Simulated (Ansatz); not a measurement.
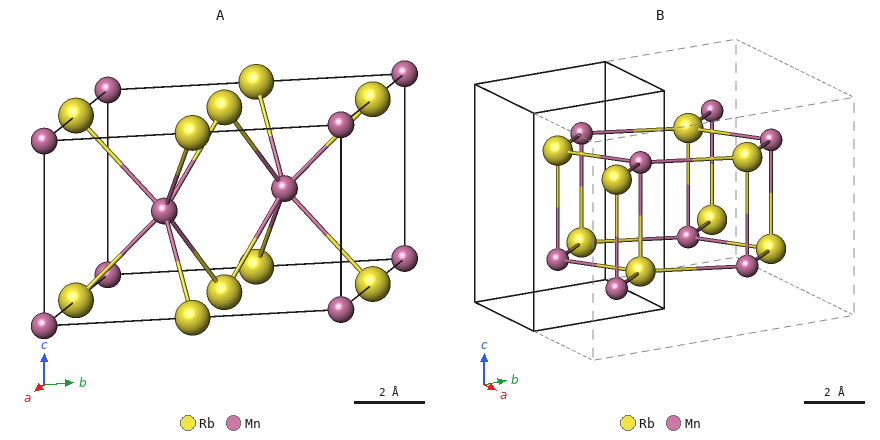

Two structures of RbMn, each relaxed to rest (conventional cells in solid outline, small ones repeated, not to one scale). Method: DFT PBE, scalar-relativistic, plane waves, PAW (Ansatz), with collinear spins.

What structure does each panel show?

Answer. A: 6 atoms a cell on a primitive hexagonal lattice, P6/mmm. B: 4 atoms a cell on a primitive hexagonal lattice, P6_3/mmc.

Which structure wins energetically, and by what margin?

Answer. A is lower, by 25 meV/atom at this level of theory (energies at zero smearing). Volumes: A 62.2, B 69.6 Å³/atom.

One or both may be structure types tried for this composition rather than known phases.
